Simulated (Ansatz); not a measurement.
Zr2C (space group P6/mmm, No. 191). Coordinates: the end point of a relaxation with DFT PBE, scalar-relativistic, plane waves, PAW in Ansatz 0.2.0; the starting structure was generated, so it need not be a known form of this composition.

```
Zr C
1.0
     4.54135    0.00000    0.00000
    -2.27068    3.93293    0.00000
     0.00000    0.00000    2.75646
Zr C
2 1
Direct
  0.33333 0.66667 0.00000
  0.66667 0.33333 0.00000
  0.00000 0.00000 0.50000
```

Describe the stacking along c, naming the columns A, B, C as they first turn up.

Zr(A)+Zr(B) – C(C) (two layers in 2.76 Å).

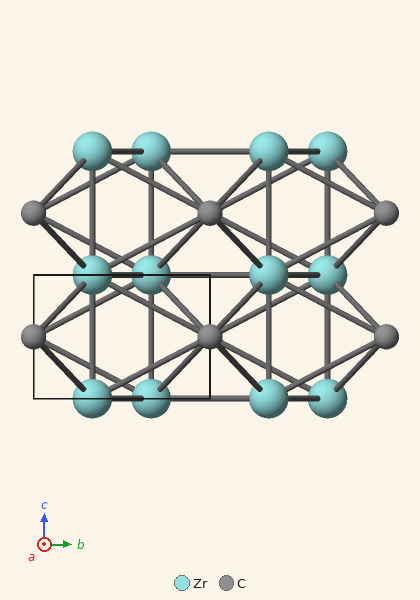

The picture looks along a close-packed row of the hexagonal mesh; c points upwards. Every atom sits on one of the three columns of the mesh; call them A, B, C in the order in which they first turn up. The sequence starts with the first layer at or above the cell's origin.
